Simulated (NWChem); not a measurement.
**GaH3S (SMILES [SH][GaH2]) at BP86/def2-SVPD**

What is the vertical ionisation energy of GaH3S at BP86/def2-SVPD? 

Program for the calculation: NWChem 7.3.0.

### Step 1. Starting point

GaH3S: 5 atoms, total charge 0, spin state singlet. SMILES: `[SH][GaH2]`. Geometry: relaxed at PBE0-D4/def2-TZVP.

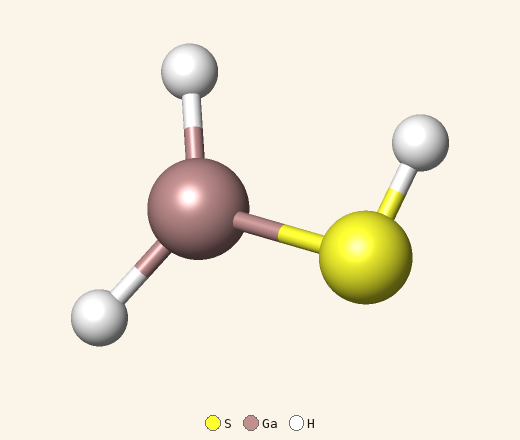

Viewed from a chosen angle; sulfur yellow, gallium pink, hydrogen white.

### Step 2. A single-point energy at BP86/def2-SVPD

Contents of geom.nw:

```
start geom
title "GaH3S energy"
memory stack 880 mb heap 220 mb global 1100 mb

geometry noautosym nocenter noautoz
S     0.039000   -1.453300    0.684400
Ga   -0.329300    0.433200   -0.383400
H     1.263800   -1.108400    1.113300
H    -1.711200    0.532500   -1.097900
H     0.787500    1.522400   -0.357800
end

basis "ao basis" spherical bse
S library def2-SVPD
Ga library def2-SVPD
H library def2-SVPD
end

dft
xc becke88 perdew86
mult 1
grid fine
convergence energy 1e-08
iterations 100
mulliken
print low
end

task dft energy
```

Started as:

```sh
$ nwchem geom.nw > geom.out
```

The log of the run, shortened:

```text
[...]
 d= 0,ls=0.0,diis     1  -2324.7674662801 -2.48D+03  1.39D-02  3.11D-01     1.2
[...]
 d= 0,ls=0.0,diis    11  -2324.8084822382  9.95D-10  1.29D-07  1.52D-10     9.2
         Total DFT energy =    -2324.808482238233
      One electron energy =    -3550.642512891909
           Coulomb energy =     1169.314102146482
    Exchange-Corr. energy =     -102.086540605501
 Nuclear repulsion energy =      158.606469112695
[...]
      Total Density - Mulliken Population Analysis
     ---------------------------------------------
    Atom       Charge   Shell Charges
 -----------   ------   -------------------------------------------------------
    1 S   16    16.53   2.00  1.98  1.29  0.55  0.09  5.92  1.82  2.60  0.20  0.04  0.03
    2 Ga  31    30.76   2.00  2.00  1.99  1.31  0.10 -0.05  6.00  5.98  0.97  0.35  8.00  1.83  0.24  0.03
    3 H    1     0.81   0.71  0.01  0.03  0.05
    4 H    1     0.95   0.70  0.27  0.01 -0.02
    5 H    1     0.96   0.70  0.27  0.01 -0.02
[...]
```

Run time: 9.9 s. Hardware: 1 thread of AMD EPYC 9B45 (Zen 5), shared host; peak memory 0.12 GiB.

### Step 3. The doublet cation

Contents of gah3s.nw:

```
start gah3s
title "GaH3S energy"
memory total 2200 mb
charge 1
geometry units angstrom noautosym nocenter noautoz
S     0.039000   -1.453300    0.684400
Ga   -0.329300    0.433200   -0.383400
H     1.263800   -1.108400    1.113300
H    -1.711200    0.532500   -1.097900
H     0.787500    1.522400   -0.357800
end
basis spherical bse
* library def2-SVPD
end
dft
xc becke88 perdew86
mult 2
grid fine
convergence energy 1e-08
iterations 100
mulliken
noprint "final vectors analysis"
end
task dft
```

Started as:

```sh
$ nwchem gah3s.nw > gah3s.out
```

The log of the run, shortened:

```text
[...]
          Wavefunction type:  spin polarized.
          No. of atoms     :     5
          No. of electrons :    49
[...]
          Charge           :     1
          Spin multiplicity:     2
[...]
          AO basis - number of functions:    89
[...]
              XC Information
              --------------
                    Becke 1988 Exchange Functional  1.000
                Perdew 1981 Correlation Functional  1.000 local
                Perdew 1986 Correlation Functional  1.000 non-local
[...]
 d= 0,ls=0.0,diis     1  -2324.0079275752 -2.48D+03  1.80D-02  1.64D+00     1.4
[...]
 d= 0,ls=0.5,diis    18  -2324.4322025990 -8.03D-09  7.75D-07  3.06D-09    20.3
[...]
         Total DFT energy =    -2324.432202602708
      One electron energy =    -3537.945004247699
           Coulomb energy =     1156.728042560452
    Exchange-Corr. energy =     -101.821710028155
 Nuclear repulsion energy =      158.606469112695
[...]
      Total Density - Mulliken Population Analysis
     ---------------------------------------------
    Atom       Charge   Shell Charges
 -----------   ------   -------------------------------------------------------
    1 S   16    16.06   2.00  1.98  1.38  0.51  0.06  5.92  1.76  2.23  0.12  0.04  0.05
    2 Ga  31    30.50   2.00  2.00  1.99  1.40  0.06 -0.06  6.00  5.98  0.91  0.16  8.00  1.84  0.21  0.00
    3 H    1     0.63   0.69 -0.08  0.03 -0.00
    4 H    1     0.90   0.68  0.24  0.01 -0.03
    5 H    1     0.91   0.68  0.25  0.01 -0.03
[...]
      <S2> =      0.7530 (Exact =     0.7500)
[...]
```

Run time: 22 s. Hardware: 1 thread of AMD EPYC 9B45 (Zen 5), shared host; peak memory 0.12 GiB.

### Step 4. Summary of results

At BP86/def2-SVPD:

| quantity | value |
| --- | --- |
| singlet GaH3S: total energy | -2324.80848 Eh |
| doublet cation: total energy | -2324.43220 Eh |
| doublet cation: ⟨S²⟩ | 0.753 |
| vertical ionisation energy (to the doublet cation) | 10.239 eV |

**Reading.** The vertical ionisation energy comes to 10.24 eV (988 kJ/mol). Mulliken charges (singlet GaH3S) run from -0.53 on S1 to +0.24 on Ga2; in a basis this large or diffuse they mean little.
